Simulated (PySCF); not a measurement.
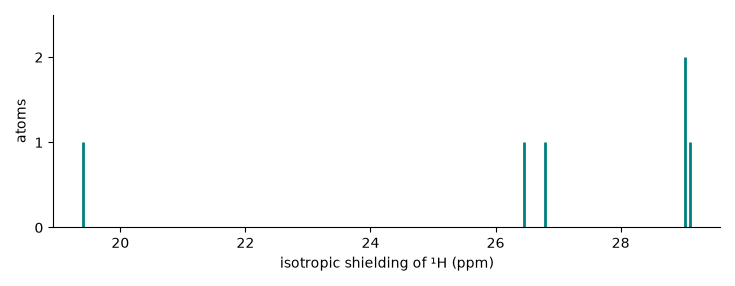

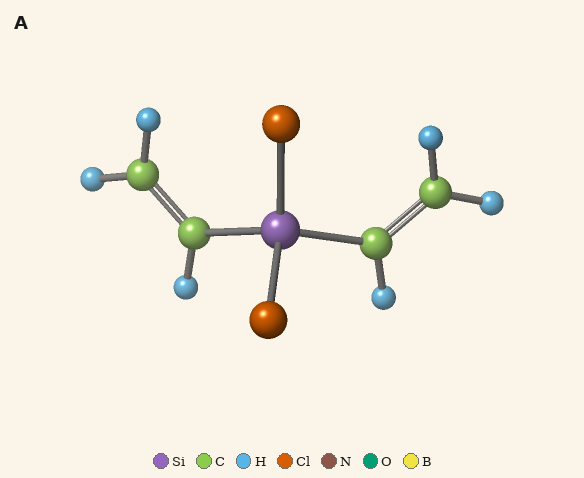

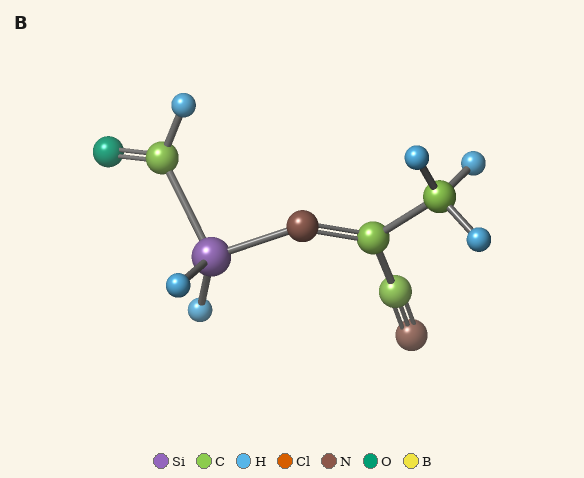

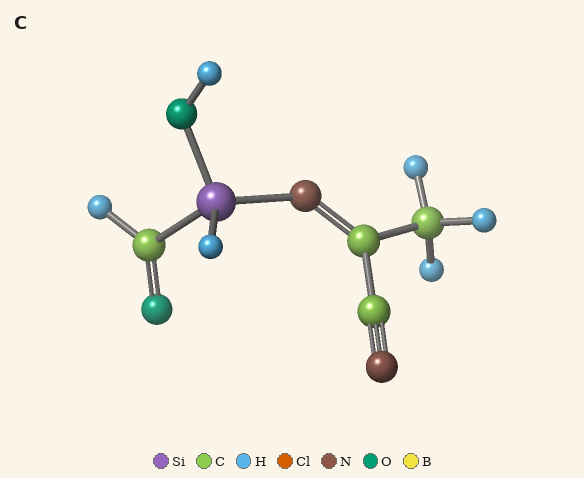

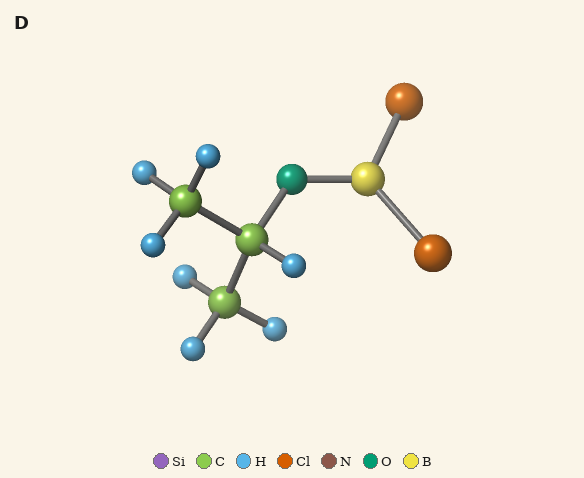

The sticks are computed shieldings of one of the molecules, for one fixed geometry (GFN2-xTB) without averaging over rotations. Low shielding means a high chemical shift. Method: GIAO PBE0/pcSseg-1 NMR shielding, non-relativistic, gas phase (PySCF 2.14.0).

Which molecule gives this pattern?

Answer. B, `C/C(C#N)=N/[SiH2]C=O`. Its 6 H atoms give lines at 19.41, 26.45, 26.79, 29.03 (2 atoms), 29.11 ppm.

The geometry is semi-empirical. Around Si such bond lengths and angles can be off by a tenth of an ångström or more and by several degrees, and values that hang on the shape move with them.
